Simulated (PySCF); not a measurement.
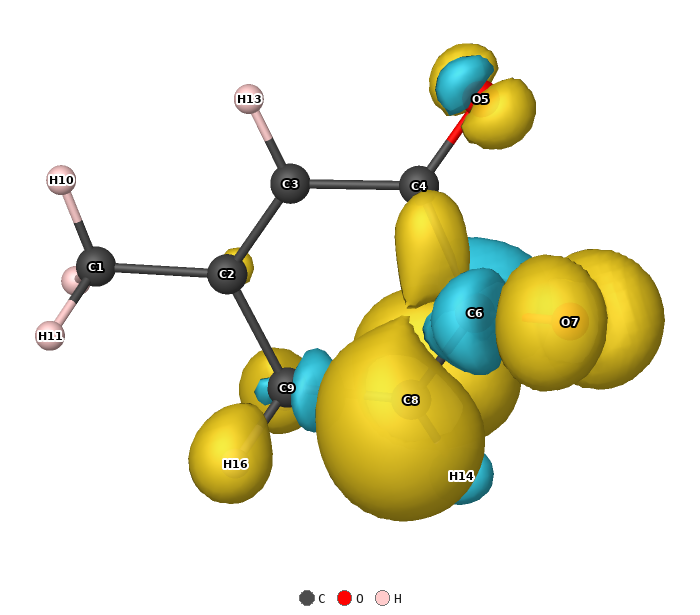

Figure. C7H7O2 (SMILES CC1=CC(=O)C(=O)[CH]C1) (doublet). Isosurfaces of the spin density (α minus β) at +0.015 (yellow) and −0.015 e/Å³ (cyan), seen at a tilt.

Geometry: GFN2-xTB.

The calculation used UKS B3LYP, pcH-1 on C H O, non-relativistic, mean-field spin-orbit, GIAO in PySCF 2.14.0, density-fitted response routines.

```yaml
atoms:
  - { symbol: C, position_ang: [-2.0392, 0.9237, 0.1194] }
  - { symbol: C, position_ang: [-0.6444, 0.4015, 0.0393] }
  - { symbol: C, position_ang: [0.4258, 1.1638, 0.2912] }
  - { symbol: C, position_ang: [1.7978, 0.7079, 0.1511] }
  - { symbol: O, position_ang: [2.7503, 1.4314, 0.0235] }
  - { symbol: C, position_ang: [1.9889, -0.8368, 0.2267] }
  - { symbol: O, position_ang: [3.0900, -1.2406, 0.5880] }
  - { symbol: C, position_ang: [0.8829, -1.5591, -0.1938] }
  - { symbol: C, position_ang: [-0.4809, -1.0182, -0.3838] }
  - { symbol: H, position_ang: [-2.0511, 1.9700, 0.4104] }
  - { symbol: H, position_ang: [-2.6108, 0.3512, 0.8492] }
  - { symbol: H, position_ang: [-2.5395, 0.8204, -0.8430] }
  - { symbol: H, position_ang: [0.3231, 2.2119, 0.5386] }
  - { symbol: H, position_ang: [1.0719, -2.5537, -0.5742] }
  - { symbol: H, position_ang: [-0.7900, -1.1180, -1.4337] }
  - { symbol: H, position_ang: [-1.1825, -1.6465, 0.1799] }
```

> Where is the unpaired spin?

The unpaired spin (1 electron) lies mostly on C8 (about 0.5) and O7 (about 0.3), in electrons by Hirshfeld's partition.
